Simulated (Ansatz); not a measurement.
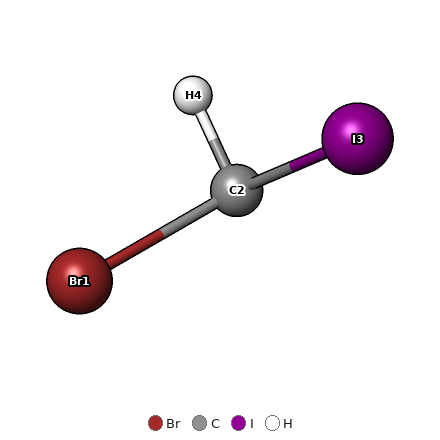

The system is CHBrI, SMILES Br[CH-]I, charge −1; the picture shows the reference structure. Coordinates scanned: (1) bond length C2–I3; (2) angle I3–C2–Br1. Nothing is relaxed (all other coordinates rigid). The grid has 7 × 7 points. Points are written as (first, second). All energies are given in eV relative to the relaxed molecule at the same level. Computed with RKS PBE0-D4/def2-TZVPD in Ansatz.

Its coordinates:

```xyz
4

Br   -1.7867    0.0844   -0.3354
C     0.2365    0.0533   -0.6073
I     1.1028   -1.1730    1.0843
H     0.4474    1.0352   -0.1417
```

Range: bond length C2–I3 from 1.990 to 2.827 Å; angle I3–C2–Br1 from 61.7 to 151.7°.

> What will the energy surface look like?

The lowest grid point is at (2.269 Å, 106.7°), 0.00 eV from the relaxed molecule at the same level. No other kind of well shows on this grid. The highest grid point, (1.990 Å, 61.7°), lies 8.38 eV above the lowest. Round the minimum the two coordinates are weakly coupled (coupling 0.08 in units of the two stiffnesses).

| angle I3–C2–Br1 ↓, bond length C2–I3 → | 1.990 | 2.130 | 2.269 | 2.409 | 2.548 | 2.688 | 2.827 |
| --- | --- | --- | --- | --- | --- | --- | --- |
| 151.7 | 1.77 | 1.37 | 1.17 | 1.07 | 1.04 | 1.05 | 1.08 |
| 136.7 | 1.05 | 0.70 | 0.58 | 0.57 | 0.63 | 0.71 | 0.80 |
| 121.7 | 0.56 | 0.24 | 0.17 | 0.21 | 0.32 | 0.45 | 0.58 |
| 106.7 | 0.41 | 0.08 | 0.00 | 0.06 | 0.18 | 0.33 | 0.48 |
| 91.7 | 0.84 | 0.41 | 0.26 | 0.27 | 0.35 | 0.47 | 0.59 |
| 76.7 | 2.66 | 1.93 | 1.53 | 1.32 | 1.23 | 1.19 | 1.18 |
| 61.7 | 8.38 | 6.84 | 5.73 | 4.91 | 4.28 | 3.74 | 3.21 |

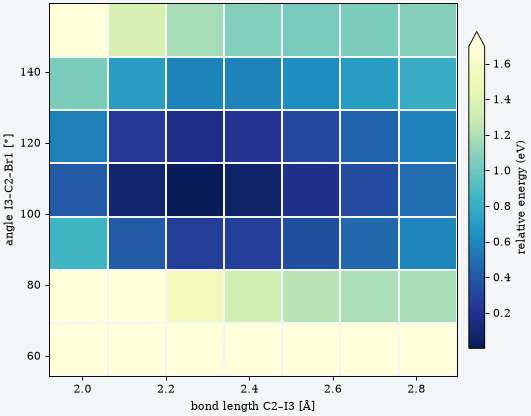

In the figure: one coloured cell a grid point, one colour for all values above the top of the scale.

Time for the 49 points that were run: 7.6 min on 1 thread of Arm Neoverse V2, on a shared host.
